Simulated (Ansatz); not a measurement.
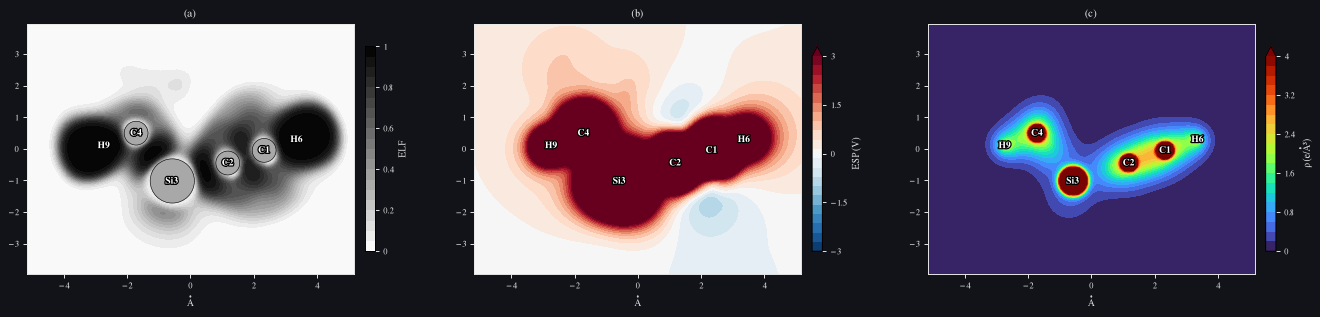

The picture shows: C3H7NSi (SMILES C#C[SiH2]CN). (a) ELF; (b) electrostatic potential; (c) total electron density on the plane of atoms C2, Si3 and C4. Grey discs cover the atomic cores in the ELF map.

Computed with Ansatz 0.2.0, RKS B3LYP/def2-SVP.

Input

```
crystal:
  periodic: [false, false, false]
  atoms:
    - { symbol: C, position_ang: [-2.2215, 0.8546, 1.5329] }
    - { symbol: C, position_ang: [-1.3537, 0.189, 1.2115] }
    - { symbol: Si, position_ang: [0.0584, -0.9165, 0.7186] }
    - { symbol: C, position_ang: [0.8412, -0.452, -0.9693] }
    - { symbol: "N", position_ang: [1.2779, 0.9068, -1.0448] }
    - { symbol: H, position_ang: [-3.0856, 1.5423, 1.7999] }
    - { symbol: H, position_ang: [1.1839, -0.8322, 1.7704] }
    - { symbol: H, position_ang: [-0.3387, -2.312, 0.6926] }
    - { symbol: H, position_ang: [1.5856, -1.1323, -1.1757] }
    - { symbol: H, position_ang: [-0.0153, -0.5884, -1.6953] }
    - { symbol: H, position_ang: [0.4996, 1.5743, -0.8571] }
    - { symbol: H, position_ang: [1.6451, 1.1113, -1.9496] }
basis:
  gaussian: { orbitals: def2-SVP }
hamiltonian:
  xc: b3lyp
relax:
  f_tol: 0.015
  max_steps: 40
output:
  orbitals: {}
```

Command:

```sh
ansatz run input.yaml --threads 2 --pin off --max-ram 3072MiB --backend cpu --events-out ev --progress --plain --runs-dir out
```

The fields are those of the relaxed geometry.

### Describe what can be read from this map.

The section cuts through C, Si and H sites. C–C (1.22 Å): ρ at the midpoint is about 2.7 e/Å³; the ELF peaks at about 0.85 between the atoms (a short, multiple covalent bond). C–Si (1.85 Å): ρ at the midpoint is about 0.94 e/Å³; the ELF peaks at about 0.95 between the atoms, as expected for a covalent bond. C–Si (1.90 Å): ρ is about 0.96 e/Å³ halfway; the ELF peaks at about 1 between the atoms (a shared electron pair). C–H (1.08 Å): ρ at the midpoint is about 2 e/Å³; the ELF climbs to about 1 towards the hydrogen, as it does in any bond to H (a covalent bond by its length). Outside the dense part of the molecule the potential is most negative (−0.9 V) near C1.
